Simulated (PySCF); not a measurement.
# C$_{3}$H$_{7}$BOSi (SMILES C#CB[SiH2]OC): what the fields show

The calculation's input:

```
{"job": {"kind": "nmr", "xc": "PBE0", "basis": "pcSseg-1"}, "charge": 0, "multiplicity": 1}
C      3.891561    -0.247063    -0.161475
C      2.725349    -0.560373    -0.209665
B      1.288455    -0.955748    -0.266858
Si    -0.077508     0.436187    -0.140628
O     -1.490164    -0.367487    -0.316970
C     -2.777812     0.159310    -0.285818
H      4.906264     0.027915    -0.117907
H      1.044775    -2.096711    -0.381273
H     -0.016304     1.517588    -1.152421
H     -0.121145     1.202983     1.127400
H     -3.485471    -0.655899    -0.443824
H     -2.980834     0.630968     0.679022
H     -2.911553     0.908817    -1.069806
```

Run with:

```sh
OMP_NUM_THREADS=1 python probes_run.py task.json out
```

Geometry: GFN2-xTB.

Computed with PBE0/pcSseg-1, SCF density, gas phase, non-relativistic in PySCF.

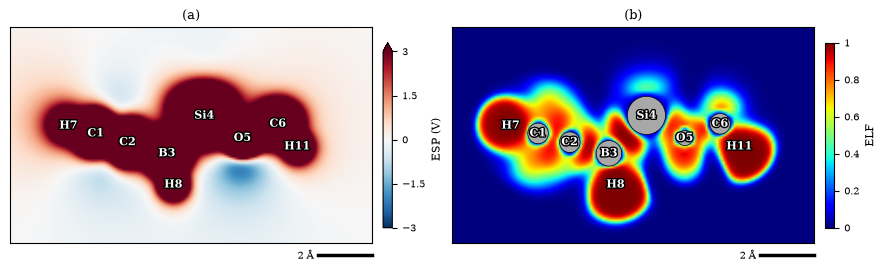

Figure 1. (a) electrostatic potential; (b) ELF on the plane of atoms B3, Si4 and O5. Grey discs cover the atomic cores in the ELF map.

**Describe what can be read from this map.**

- The plane passes through C, B, Si, O and H nuclei.
- C–C (1.21 Å): the ELF peaks at about 0.85 between the atoms; a multiple bond.
- C–O (1.39 Å): the ELF peaks at about 0.90 between the atoms, as expected for a shared but strongly polarised pair.
- C–B (1.49 Å): the ELF peaks at about 0.95 between the atoms (localised, covalent bonding).
- Si–O (1.63 Å): the ELF peaks at about 0.85 between the atoms; a polar covalent bond.
- Si–B (1.95 Å): the ELF peaks at about 1 between the atoms: localised, covalent bonding.
- The ELF also peaks beside O5, away from the bonds: lone-pair regions.
- Outside the dense part of the molecule the potential is most negative (−2.0 V) near O5.

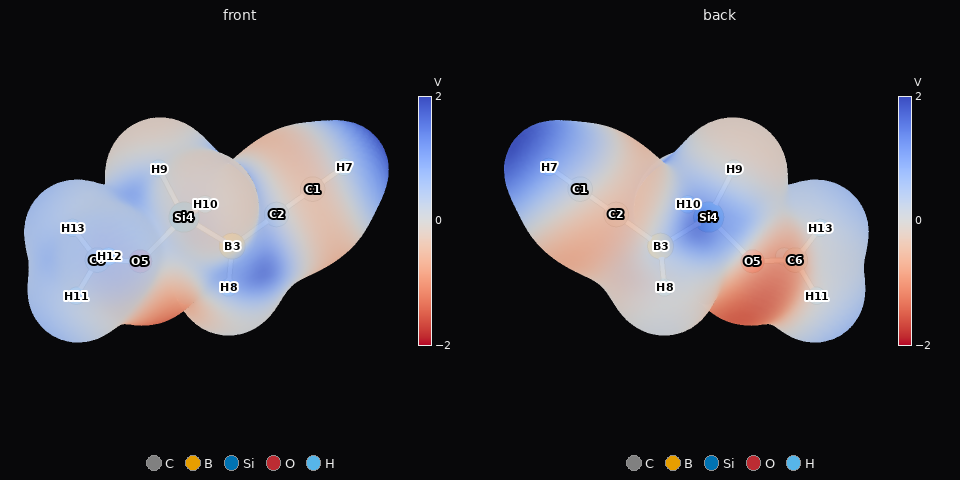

Figure 2. The electrostatic potential painted on the density surface at 0.002 e/bohr³, seen from the front and from behind; red is negative and blue positive.

**Which sites attract a positive test charge, and which a negative one?**

A positive charge is drawn to the negative regions and a negative charge to the positive ones. The most negative region (about −1.5 V, or −35 kcal/mol for a unit charge) lies over O5, the most positive (about +1.9 V, or +44 kcal/mol for a unit charge) over H7. O5 is the likeliest acceptor of a hydrogen bond.
